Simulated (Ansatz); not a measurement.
# B5Ru: the cost of one run

Method: DFT PBE, scalar-relativistic, plane waves, PAW, in Ansatz 0.2.0.

## 1. The structure to begin with

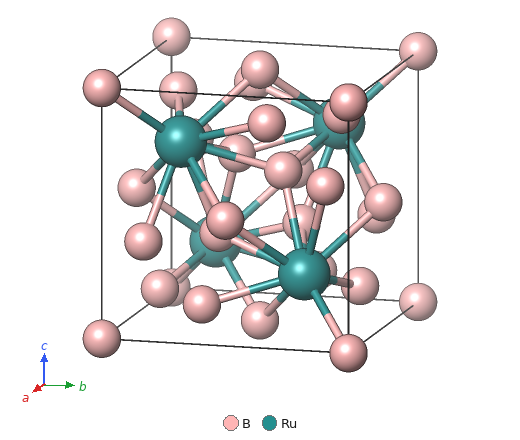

Start, viewed slightly off an axis; boron pink, ruthenium teal. Atoms on the faces are drawn again on the opposite ones. The cell drawn here is the conventional one.

Coordinates:

```cif
data_structure
_symmetry_space_group_name_H-M 'P 1'
_symmetry_Int_Tables_number 1
_cell_length_a 4.1354
_cell_length_b 4.1354
_cell_length_c 4.1354
_cell_angle_alpha 60.000
_cell_angle_beta 60.000
_cell_angle_gamma 60.000
_cell_volume 50.01
loop_
_atom_site_label
_atom_site_type_symbol
_atom_site_fract_x
_atom_site_fract_y
_atom_site_fract_z
_atom_site_occupancy
B1 B 0.36859 0.36859 0.36859 1
B2 B 0.36859 0.36859 0.89423 1
B3 B 0.36859 0.89423 0.36859 1
B4 B 0.89423 0.36859 0.36859 1
B5 B 0.00000 0.00000 0.00000 1
Ru1 Ru 0.75000 0.75000 0.75000 1
```

A structure generator made this guess: random cell by space group and Wyckoff sites (F-43m, No. 216). Lengths come from tabulated atomic sizes and are only a guess.

## 2. Probe: one point on a coarse mesh

Input file input.yaml:

```yaml
crystal:
  lattice:
    - [0.0, 2.92415173, 2.92415173]
    - [2.92415173, 0.0, 2.92415173]
    - [2.92415173, 2.92415173, 0.0]
  atoms:
    - { symbol: B, position: [0.3685915, 0.3685915, 0.3685915] }
    - { symbol: B, position: [0.3685915, 0.3685915, 0.89422549] }
    - { symbol: B, position: [0.3685915, 0.89422549, 0.3685915] }
    - { symbol: B, position: [0.89422549, 0.3685915, 0.3685915] }
    - { symbol: B, position: [0.0, 0.0, 0.0] }
    - { symbol: Ru, position: [0.75, 0.75, 0.75] }
basis:
  ecutwfc: 420
kpoints:
  mp_grid: { grid: [6, 6, 6] }
hamiltonian:
  xc: pbe
scf:
  occupations: { method: gaussian, width: 0.1 }
  lower_state_search: "off"
output:
  forces: true
  stress: true
  eigenvalues: true
```

On the command line:

```console
> ansatz run input.yaml --threads 1 --pin off --max-ram 2560MiB --backend cpu --events-out ev --progress --plain --runs-dir out
```

What time and memory should one allow on 1 thread of Intel Xeon at 2.70GHz, shared host?

About 1.9 s, with a peak of 0.33 GiB.
